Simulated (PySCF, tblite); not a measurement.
# C6H8F2: a rotation path, then NMR shifts on frames, part 2 of 2

tblite 0.8.0 and PySCF 2.14.0. Atoms count from 0. Earlier steps stand in the parts before.

### Step 5. Nuclear shieldings: image 4, PBE0/pcSseg-1

Job settings and geometry (Å):

```
{"job": {"kind": "nmr", "xc": "PBE0", "basis": "pcSseg-1", "pop": false}, "charge": 0, "multiplicity": 1}
C      2.482100    -0.454700     0.069700
C      1.224200    -0.088700    -0.047900
C      0.048300    -0.633700    -0.811500
C     -0.849200     0.429500    -0.136900
C     -1.944800    -0.094100     0.791100
F     -3.139600     0.475900     0.488100
F     -2.141100    -1.430400     0.672000
C      0.395900     1.005300     0.572600
H      3.168600     0.077100     0.706000
H      2.873900    -1.303500    -0.464200
H      0.126700    -0.526100    -1.892600
H     -0.204200    -1.667400    -0.584500
H     -1.325700     1.116200    -0.838700
H     -1.752900     0.109000     1.857000
H      0.357000     0.984400     1.661400
H      0.673100     2.010100     0.255500
```

Method: GIAO PBE0/pcSseg-1 NMR shielding, non-relativistic, gas phase.

What it wrote:

```text
coarse grid: 13648 points
cycle   1  E = -432.4160958123  dE =  1.149e+00  |g| = 7.142e-01  |ddm| = 3.585e+00
cycle   2  E = -432.3520153601  dE =  6.408e-02  |g| = 9.844e-01  |ddm| = 1.059e+00
cycle   3  E = -432.5094007125  dE = -1.574e-01  |g| = 7.176e-02  |ddm| = 6.165e-01
cycle   4  E = -432.5102831402  dE = -8.824e-04  |g| = 3.342e-02  |ddm| = 8.688e-02
cycle   5  E = -432.5105308034  dE = -2.477e-04  |g| = 7.882e-03  |ddm| = 3.733e-02
cycle   6  E = -432.5105409970  dE = -1.019e-05  |g| = 4.107e-03  |ddm| = 8.937e-03
cycle   7  E = -432.5105451536  dE = -4.157e-06  |g| = 4.451e-04  |ddm| = 3.262e-03
final grid: 133432 points
cycle   8  E = -432.5734704622  dE = -4.977e-05  |g| = 8.179e-03  |ddm| = 3.646e-02
cycle   9  E = -432.5734625565  dE =  7.906e-06  |g| = 1.058e-02  |ddm| = 1.641e-02
cycle  10  E = -432.5734862552  dE = -2.370e-05  |g| = 1.388e-03  |ddm| = 9.074e-03
cycle  11  E = -432.5734866317  dE = -3.765e-07  |g| = 3.241e-04  |ddm| = 1.213e-03
cycle  12  E = -432.5734866531  dE = -2.137e-08  |g| = 1.617e-04  |ddm| = 3.387e-04
cycle  13  E = -432.5734866585  dE = -5.469e-09  |g| = 2.272e-05  |ddm| = 1.269e-04
cycle  14  E = -432.5734866586  dE = -1.012e-10  |g| = 6.988e-06  |ddm| = 2.752e-05
converged SCF energy = -432.5734866586

GIAO shielding tensors (ppm)
atom      isotropic    diamagn.    paramagn.     s11        s22        s33       span
  0 C       71.012     252.041    -181.029    -41.563     93.669    160.932    202.495
  1 C       33.445     262.486    -229.041    -77.915     30.185    148.065    225.981
  2 C      154.607     246.477     -91.870    140.313    148.972    174.535     34.222
  3 C      151.185     251.525    -100.340    135.042    146.093    172.420     37.378
  4 C       58.472     238.973    -180.501     43.599     64.230     67.586     23.988
  5 F      290.243     469.819    -179.577    194.617    327.887    348.224    153.607
  6 F      298.651     472.632    -173.980    204.927    310.810    380.216    175.289
  7 C      149.885     248.060     -98.175    133.970    148.745    166.940     32.970
  8 H       26.413      29.827      -3.413     22.801     25.669     30.771      7.970
  9 H       26.401      30.046      -3.645     22.783     25.616     30.803      8.020
 10 H       28.652      30.122      -1.471     25.118     27.066     33.771      8.654
 11 H       28.517      30.272      -1.755     24.281     29.158     32.113      7.832
 12 H       29.024      31.112      -2.088     24.838     29.178     33.056      8.218
 13 H       25.612      27.938      -2.326     23.820     24.865     28.151      4.331
 14 H       29.170      30.874      -1.705     25.871     28.235     33.403      7.532
 15 H       28.478      30.065      -1.587     25.118     26.948     33.368      8.251
```

It took 24 s on 1 thread of Arm Neoverse V1, shared host; peak memory 0.83 GiB.

Key values: δ C1 153.5, C4 128.5, C0 115.9, C7 37.0, H13 6.11, H9 5.32 ppm.

### Step 6. NMR shieldings: image 6, PBE0/pcSseg-1

Job settings and geometry (Å):

```
{"job": {"kind": "nmr", "xc": "PBE0", "basis": "pcSseg-1", "pop": false}, "charge": 0, "multiplicity": 1}
C      2.464100    -0.505600     0.032000
C      1.213200    -0.110100    -0.062500
C      0.021200    -0.580800    -0.852200
C     -0.842900     0.470600    -0.118100
C     -1.945100    -0.062300     0.790300
F     -3.158800     0.038800     0.189500
F     -1.792900    -1.373900     1.092400
C      0.415600     0.967400     0.623700
H      3.159000    -0.020300     0.696200
H      2.842200    -1.331000    -0.546100
H      0.104000    -0.424300    -1.926900
H     -0.261000    -1.616300    -0.671800
H     -1.308000     1.211300    -0.771200
H     -2.009900     0.484700     1.745500
H      0.372400     0.878500     1.708600
H      0.719500     1.982100     0.368000
```

Method: GIAO PBE0/pcSseg-1 NMR shielding, non-relativistic, gas phase.

What it wrote:

```text
coarse grid: 13648 points
cycle   1  E = -432.4182372297  dE =  1.151e+00  |g| = 7.139e-01  |ddm| = 3.586e+00
cycle   2  E = -432.3538913655  dE =  6.435e-02  |g| = 9.840e-01  |ddm| = 1.077e+00
cycle   3  E = -432.5116641195  dE = -1.578e-01  |g| = 7.090e-02  |ddm| = 6.265e-01
cycle   4  E = -432.5125165249  dE = -8.524e-04  |g| = 3.282e-02  |ddm| = 8.387e-02
cycle   5  E = -432.5127558887  dE = -2.394e-04  |g| = 6.955e-03  |ddm| = 3.560e-02
cycle   6  E = -432.5127631376  dE = -7.249e-06  |g| = 3.886e-03  |ddm| = 8.213e-03
cycle   7  E = -432.5127668436  dE = -3.706e-06  |g| = 4.382e-04  |ddm| = 3.108e-03
final grid: 133432 points
cycle   8  E = -432.5759056501  dE = -5.260e-05  |g| = 8.051e-03  |ddm| = 3.648e-02
cycle   9  E = -432.5758988350  dE =  6.815e-06  |g| = 1.018e-02  |ddm| = 1.595e-02
cycle  10  E = -432.5759211330  dE = -2.230e-05  |g| = 1.378e-03  |ddm| = 8.770e-03
cycle  11  E = -432.5759214971  dE = -3.640e-07  |g| = 3.342e-04  |ddm| = 1.227e-03
cycle  12  E = -432.5759215203  dE = -2.321e-08  |g| = 1.562e-04  |ddm| = 3.390e-04
cycle  13  E = -432.5759215253  dE = -5.049e-09  |g| = 2.518e-05  |ddm| = 1.243e-04
cycle  14  E = -432.5759215254  dE = -1.243e-10  |g| = 6.997e-06  |ddm| = 2.937e-05
converged SCF energy = -432.5759215254

GIAO shielding tensors (ppm)
atom      isotropic    diamagn.    paramagn.     s11        s22        s33       span
  0 C       70.918     251.952    -181.034    -42.035     93.766    161.022    203.057
  1 C       33.836     262.239    -228.403    -78.268     30.731    149.044    227.312
  2 C      156.924     246.256     -89.333    143.395    151.272    176.104     32.709
  3 C      152.000     251.693     -99.693    141.925    143.396    170.679     28.754
  4 C       61.279     237.569    -176.290     43.398     66.173     74.267     30.869
  5 F      293.689     470.115    -176.426    184.103    332.270    364.693    180.590
  6 F      314.889     474.117    -159.228    225.440    330.589    388.637    163.198
  7 C      151.945     248.627     -96.682    135.426    151.372    169.035     33.609
  8 H       26.403      29.804      -3.402     22.770     25.632     30.806      8.037
  9 H       26.389      30.024      -3.635     22.749     25.596     30.823      8.073
 10 H       28.766      30.069      -1.302     25.119     27.031     34.149      9.030
 11 H       28.409      30.109      -1.701     24.374     28.777     32.076      7.703
 12 H       29.107      31.189      -2.082     24.906     28.965     33.451      8.545
 13 H       25.631      27.541      -1.910     23.455     24.896     28.543      5.088
 14 H       29.206      30.961      -1.755     25.965     28.189     33.465      7.500
 15 H       28.603      30.281      -1.677     25.122     26.993     33.695      8.573
```

It took 24 s on 1 thread of Arm Neoverse V1, shared host; peak memory 0.83 GiB.

This run: δ C1 153.1, C4 125.6, C0 116.0, C7 35.0, H13 6.09, H9 5.33 ppm.

### Step 7. Nuclear shieldings: image 8, PBE0/pcSseg-1

Job settings and geometry (Å):

```
{"job": {"kind": "nmr", "xc": "PBE0", "basis": "pcSseg-1", "pop": false}, "charge": 0, "multiplicity": 1}
C      2.497900    -0.458300    -0.122900
C      1.222800    -0.142000    -0.060100
C     -0.005700    -0.602700    -0.798600
C     -0.810600     0.497600    -0.074900
C     -2.006100     0.027900     0.731900
F     -3.017500    -0.368900    -0.082900
F     -1.703200    -1.047100     1.500600
C      0.438200     0.852400     0.757200
H      3.228900     0.018800     0.507900
H      2.860500    -1.208300    -0.805100
H      0.033500    -0.518100    -1.882800
H     -0.318000    -1.613400    -0.537700
H     -1.148200     1.298700    -0.733500
H     -2.405700     0.808500     1.400300
H      0.353500     0.577600     1.808600
H      0.772200     1.886300     0.689200
```

With the program's defaults for keys left out, this is: GIAO PBE0/pcSseg-1 NMR shielding, non-relativistic, gas phase.

What it wrote:

```text
coarse grid: 13648 points
cycle   1  E = -432.4235919751  dE =  1.153e+00  |g| = 7.109e-01  |ddm| = 3.583e+00
cycle   2  E = -432.3599146308  dE =  6.368e-02  |g| = 9.789e-01  |ddm| = 1.088e+00
cycle   3  E = -432.5162881342  dE = -1.564e-01  |g| = 6.992e-02  |ddm| = 6.329e-01
cycle   4  E = -432.5171071989  dE = -8.191e-04  |g| = 3.212e-02  |ddm| = 7.977e-02
cycle   5  E = -432.5173367590  dE = -2.296e-04  |g| = 6.097e-03  |ddm| = 3.353e-02
cycle   6  E = -432.5173423092  dE = -5.550e-06  |g| = 3.322e-03  |ddm| = 7.376e-03
cycle   7  E = -432.5173449667  dE = -2.657e-06  |g| = 4.741e-04  |ddm| = 2.733e-03
final grid: 133432 points
cycle   8  E = -432.5804317445  dE = -4.855e-05  |g| = 8.298e-03  |ddm| = 3.364e-02
cycle   9  E = -432.5804242311  dE =  7.513e-06  |g| = 1.062e-02  |ddm| = 1.600e-02
cycle  10  E = -432.5804479382  dE = -2.371e-05  |g| = 1.334e-03  |ddm| = 8.800e-03
cycle  11  E = -432.5804482807  dE = -3.425e-07  |g| = 3.268e-04  |ddm| = 1.179e-03
cycle  12  E = -432.5804483026  dE = -2.193e-08  |g| = 1.529e-04  |ddm| = 3.305e-04
cycle  13  E = -432.5804483075  dE = -4.915e-09  |g| = 2.375e-05  |ddm| = 1.241e-04
cycle  14  E = -432.5804483076  dE = -1.098e-10  |g| = 6.531e-06  |ddm| = 2.783e-05
converged SCF energy = -432.5804483076

GIAO shielding tensors (ppm)
atom      isotropic    diamagn.    paramagn.     s11        s22        s33       span
  0 C       71.112     251.909    -180.797    -42.162     94.403    161.093    203.255
  1 C       34.818     262.520    -227.702    -78.325     30.801    151.977    230.302
  2 C      157.001     246.353     -89.352    142.026    153.506    175.470     33.443
  3 C      152.882     252.095     -99.212    138.977    151.253    168.417     29.440
  4 C       64.096     236.979    -172.883     42.064     68.327     81.897     39.833
  5 F      311.867     471.106    -159.239    203.109    335.932    396.560    193.451
  6 F      329.024     475.067    -146.044    227.753    352.778    406.541    178.788
  7 C      154.810     248.543     -93.733    140.029    154.074    170.328     30.299
  8 H       26.380      29.764      -3.384     22.730     25.584     30.824      8.094
  9 H       26.354      30.038      -3.684     22.703     25.545     30.813      8.110
 10 H       28.937      30.450      -1.513     25.090     27.187     34.534      9.444
 11 H       28.448      30.002      -1.554     24.696     28.663     31.984      7.288
 12 H       29.158      31.301      -2.144     25.693     28.150     33.631      7.938
 13 H       25.592      27.108      -1.515     23.347     24.240     29.190      5.843
 14 H       28.938      30.440      -1.502     25.518     28.434     32.862      7.345
 15 H       28.935      30.577      -1.642     25.177     27.141     34.488      9.311
```

Wall time 24 s (1 thread of Arm Neoverse V1, shared host); peak memory 0.83 GiB.

This run: δ C1 152.1, C4 122.8, C0 115.8, C3 34.0, H13 6.12, H9 5.36 ppm.

### Step 8. Comparing the runs: NMR shifts

Shifts (ppm) of some atoms, chosen among heavy atoms and hydrogens apart, with basis size and wall time:

```csv
frame,C4,C7,C2,H15,H11,F6,F5,functions,time
image 0,127.2,32.8,32.7,3.05,2.66,-138.9,-138.9,176,28 s
image 2,128.4,35.1,33.1,3.14,2.93,-130.0,-133.5,176,21 s
image 4,128.5,37.0,32.3,3.24,3.20,-127.7,-119.3,176,24 s
image 6,125.6,35.0,30.0,3.11,3.31,-143.9,-122.7,176,24 s
image 8,122.8,32.1,29.9,2.78,3.27,-158.1,-140.9,176,24 s
```

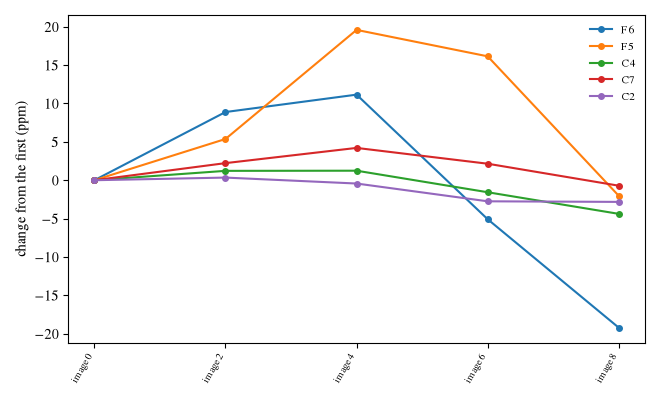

How five of the tabulated atoms move from run to run.

### Step 9. Summary of results

What follows sums up all 2 parts.

| quantity | value |
| --- | --- |
| barrier | 0.106 eV (2.4 kcal/mol) at image 4 |
| end to end (GFN2-xTB) | 0.028 eV |
| 13C shifts against TMS (PBE0/pcSseg-1, image 0) | 152.5, 127.2, 117.1, 33.8, 32.8, 32.7 ppm |
| 1H shifts against TMS (PBE0/pcSseg-1, image 0) | 5.96, 5.36, 5.36, 3.05, 3.05, 2.66, 2.65, 2.60 ppm |
| 19F shifts against CFCl3 (PBE0/pcSseg-1, image 0) | -138.9, -138.9 ppm |
| surface potential, 1st and 99th percentile | -0.94 V and 1.09 V |
| range of the shift of F6 | -158.1 to -127.7 ppm |

What this shows: Along the band the dihedral turns by 115°, and the top (dihedral -116°) lies 2.4 kcal/mol above the start (GFN2-xTB, rough), so at room temperature this motion is fast. Ends this close can change order at a higher level. The top was not checked by a frequency run. Shifts at one fixed geometry are not the observed spectrum, which averages over the motion. In the first frame run (image 0): The widest tensor belongs to C1: span 226 ppm, with a paramagnetic part of -228 ppm. Across the 5 runs the shift of F6 moves most, between -158.1 (image 8) and -127.7 ppm (image 4).
